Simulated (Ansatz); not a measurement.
## Redistribution: C3H7F + C2F3I → C2H4FI + C3H3F3

Gas-phase species: C3H7F `CC(C)F`, singlet; C2F3I (trifluoroiodoethylene) `FC(F)=C(F)I`, singlet; C2H4FI `CC(F)I`, singlet; C3H3F3 `CC(F)=C(F)F`, singlet. The partners trade CH3 for I; both sit on C, so the bond types are kept.

Shapes, held fixed at every level: PBE0-D4/def2-TZVP. Programs: Ansatz 0.2.0. The zero-point and thermal change to 298 K, harmonic and unscaled (PBE0-D4/def2-TZVP), is +0.1 kJ/mol.

```
                level                    kind  ΔH(298 K) (kJ/mol)  less CCSD(T)/def2-TZVPP
          HF/def2-SVP            Hartree–Fock               -33.1                     -7.9
    PBE-D4/def2-TZVPP                     GGA               -27.1                     -1.9
   PBE0-D4/def2-TZVPP           global hybrid               -27.7                     -2.5
r2SCAN0-D4/def2-TZVPP           global hybrid               -29.0                     -3.8
   wB97M-V/def2-TZVPP  range-separated hybrid               -24.9                     +0.3
    B2PLYP/def2-TZVPP           double hybrid               -27.1                     -1.9
         MP2/def2-SVP     perturbation theory               -25.6                     -0.4
   CCSD(T)/def2-TZVPP   coupled cluster or CI               -25.2                      0.0
```

The highest level, CCSD(T)/def2-TZVPP, gives ΔH(298 K) = -25.2 kJ/mol; the levels span -33.1 to -24.9. The column of differences is taken from that level and isn't an error. No measured value is set beside it here. For atoms past krypton def2 sets carry core potentials with scalar relativity. Outer-core shells of I are correlated, in sets that cover them unevenly.

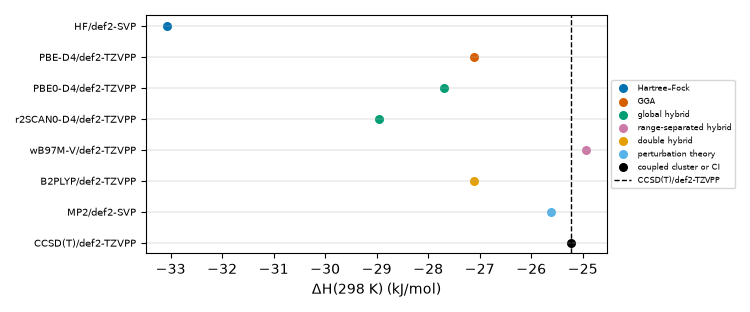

The values of the table, level by level.
